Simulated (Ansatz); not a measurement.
The figure comes from a scan of WS₂ (2H-MoS2 type, space group P6_3/mmc): one S atom of a 6-atom cell moves by u along (0.71, 0.71, 0.00) and v along (0.00, 0.00, 1.00). Level of theory: PBE-D3(BJ) (plane waves to 420 eV, PAW, scalar-relativistic; Ansatz, a quantum-chemistry and plane-wave program). k mesh 10×10×3 (Γ-centred), Fermi-Dirac smearing 0.05 eV. Energies are smeared free energies. Points where atoms come too close for the PAW data are left out (x in tables, blank in figures). As the smearing reaches across the gap at some points, energies and forces of such displacements shift with the k mesh and the smearing. Spin-orbit coupling is left out, though W is heavy. The PAW data are Ansatz's earlier set. WS2 is run without spin polarisation. WS2 was relaxed with its symmetry unable to fall. ΔE is measured from the undisplaced structure. Axes are in Å.

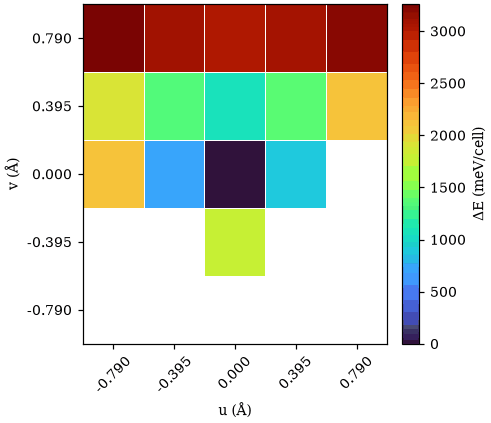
*ΔE (meV/cell), one tile a computed point.*

Problem. Turn the plot into a table (rounded to what can be read).

Solution. To the nearest 500:

ΔE (meV/cell), with u across and v down:

```
v \ u   -0.790  -0.395  0.000  0.395  0.790
------  ------  ------  -----  -----  -----
-0.790       x       x      x      x      x
-0.395       x       x   2000      x      x
0.000     2000     500      0   1000      x
0.395     2000    1500   1000   1500   2000
0.790     3500    3000   3000   3000   3000
```

(A displaced cell: forces are minus the slopes of the energy, force constants its curvatures, and phonons follow from these.)
